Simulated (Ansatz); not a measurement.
**wB97X/aug-cc-pVDZ run of AlNH2ClF (SMILES [NH2][Al]([F])[Cl])**

What is the vertical electron affinity of AlNH2ClF at wB97X/aug-cc-pVDZ? 

The results are computed with Ansatz 0.2.0.

98 further runs of the same task are left out: 98 set aside as unsound or not needed.

**1. The structure to begin with**

AlNH2ClF has 6 atoms, charge 0, and is taken as a singlet. As SMILES, `[NH2][Al]([F])[Cl]`. The coordinates come from a PBE0-D4/def2-TZVP relaxation.

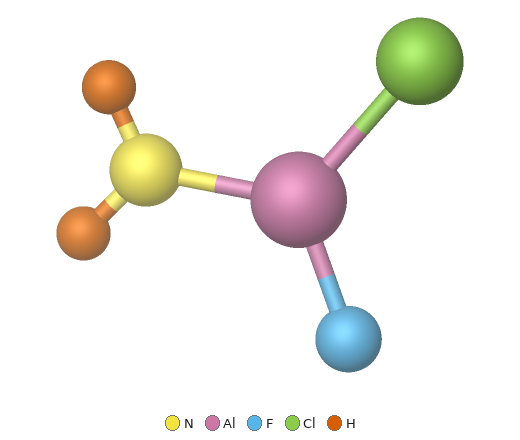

The structure, seen from a chosen angle (nitrogen yellow, aluminium pink, fluorine blue, chlorine green, hydrogen orange).

**2. A single-point energy at wB97X/aug-cc-pVDZ**

Input file job.yaml:

```yaml
crystal:
  periodic: [false, false, false]
  atoms:
    - {symbol: N, position_ang: [-0.112300, 0.982600, -0.025800]}
    - {symbol: Al, position_ang: [0.152500, -0.739100, 0.092300]}
    - {symbol: F, position_ang: [1.041800, -1.345500, 1.331100]}
    - {symbol: Cl, position_ang: [-0.641100, -2.049400, -1.313600]}
    - {symbol: H, position_ang: [0.246300, 1.661500, 0.624800]}
    - {symbol: H, position_ang: [-0.645100, 1.426000, -0.754900]}
basis:
  gaussian:
    orbitals: aug-cc-pVDZ
hamiltonian:
  xc: {name: wB97X}
accuracy: high
output: {orbitals: {seedname: orbitals}}
```

The run is started by

```bash
$ ansatz run job.yaml --threads 1 --pin off --max-ram 3480MiB --events-out events.jsonl --progress --plain --runs-dir runs
```

What it wrote:

```text
Warning: RAYON_NUM_THREADS=1 ignored (pool sized by the plan → 1); use --threads N
Functional definition: wB97X
  name "wB97X"
  parameter omega = 0.3/bohr
  parameter cx = 0.157706
  parameter cx1 = 0.726479
  parameter cx2 = 1.04760
  parameter cx3 = -5.70635
  parameter cx4 = 13.2794
  parameter css1 = -4.33879
  parameter css2 = 18.2308
  parameter css3 = -31.7430
  parameter css4 = 17.2901
  parameter cos1 = 2.37031
  parameter cos2 = -11.3995
  parameter cos3 = 6.58405
  parameter cos4 = -3.78132
  exchange = spin_sum(e_x_unif_sr(omega)*poly(b97_u_x, 1 - cx, cx1, cx2, cx3, cx4)) + cx*exact_x_sr(omega)
      + exact_x_lr(omega)
  correlation = spin_sum(e_c_pw_same_spin*poly(b97_u_same, 1, css1, css2, css3, css4))
      + integral(e_c_pw_opposite_spin*poly(b97_u_opposite, 1, cos1, cos2, cos3, cos4))
2354 factors; integrals over basis functions are off by at most 4.0e-9 eV
548 factors; integrals over basis functions are off by at most 1.6e-9 eV
mean field evaluation 1: about -23356.4726 eV, gradient 6.2e1 eV
mean field evaluation 2: about -23356.1896 eV, gradient 6.4e1 eV
mean field evaluation 4: about -23363.5675 eV, gradient 2.0e0 eV
mean field evaluation 8: about -23363.6305 eV, gradient 2.0e-1 eV
mean field evaluation 16: about -23363.6307 eV, gradient 1.8e-5 eV
mean field -23363.63068333 eV, -858.5975911749 hartree, gradient 3.7e-8 eV, S^2 0.000000; 0 other end points of the search recorded, 0 dependent functions left out
reference -23363.63067775 eV, -858.5975909695 hartree; 24, 24 occupied and 94, 94 virtual orbitals, 2354 factors
Total energy: -23363.63067775 eV, -858.5975909695 hartree
```

Wall time 39 s (1 thread of Intel Xeon Platinum 8259CL at 2.50GHz (Skylake/Cascade Lake), shared host); peak memory 0.75 GiB.

**3. The doublet anion, same level**

Input file input.yaml:

```yaml
crystal:
  periodic: [false, false, false]
  atoms:
    - {symbol: "N", position_ang: [-0.112300, 0.982600, -0.025800]}
    - {symbol: Al, position_ang: [0.152500, -0.739100, 0.092300]}
    - {symbol: F, position_ang: [1.041800, -1.345500, 1.331100]}
    - {symbol: Cl, position_ang: [-0.641100, -2.049400, -1.313600]}
    - {symbol: H, position_ang: [0.246300, 1.661500, 0.624800]}
    - {symbol: H, position_ang: [-0.645100, 1.426000, -0.754900]}
basis:
  gaussian:
    orbitals: aug-cc-pVDZ
total_charge: -1
magnetization:
  spin_polarized: true
  initial_magnetization: 1
hamiltonian:
  xc: {name: wB97X}
accuracy: high
output: {orbitals: {seedname: orbitals}}
```

The run is started by

```bash
$ ansatz run input.yaml --threads 1 --pin off --max-ram 3480MiB --events-out events.jsonl --progress --plain --runs-dir runs
```

What it wrote, cut to the lines that bear on the results:

```text
Warning: RAYON_NUM_THREADS=1 ignored (pool sized by the plan → 1); use --threads N
[... 2 set-up lines as earlier in the session ...]
[...]
      + exact_x_lr(omega)
[...]
      + integral(e_c_pw_opposite_spin*poly(b97_u_opposite, 1, cos1, cos2, cos3, cos4))
2354 factors; integrals over basis functions are off by at most 4.0e-9 eV
548 factors; integrals over basis functions are off by at most 1.6e-9 eV
[...]
mean field -23363.16262848 eV, -858.5803904762 hartree, gradient 8.8e-8 eV, S^2 0.750875; 6 other end points of the search recorded, 0 dependent functions left out
reference -23363.16263136 eV, -858.5803905820 hartree; 25, 24 occupied and 93, 94 virtual orbitals, 2354 factors
Total energy: -23363.16263136 eV, -858.5803905820 hartree
```

Run time: 3.9 min. Hardware: 1 thread of Intel Xeon Platinum 8259CL at 2.50GHz (Skylake/Cascade Lake), shared host; peak memory 1.2 GiB.

**4. Results**

Level: wB97X/aug-cc-pVDZ.

| quantity | value |
| --- | --- |
| singlet AlNH2ClF: total energy | -858.59759 Eh |
| singlet AlNH2ClF: HOMO energy | -10.60 eV |
| singlet AlNH2ClF: LUMO energy | 0.64 eV |
| singlet AlNH2ClF: HOMO–LUMO gap | 11.23 eV |
| doublet anion: total energy | -858.58039 Eh |
| doublet anion: HOMO energy (highest over α and β) | 0.39 eV |
| doublet anion: LUMO energy (lowest over α and β) | 3.24 eV |
| doublet anion: ⟨S²⟩ | 0.751 |
| vertical electron affinity (to the doublet anion) | -0.468 eV |

What this shows: The anion lies 0.47 eV (10.8 kcal/mol) above the neutral: the electron isn't bound at this level, and such a value depends on the basis. The HOMO (doublet anion) lies at positive energy, 0.39 eV; only total energies tell whether the electron is bound.
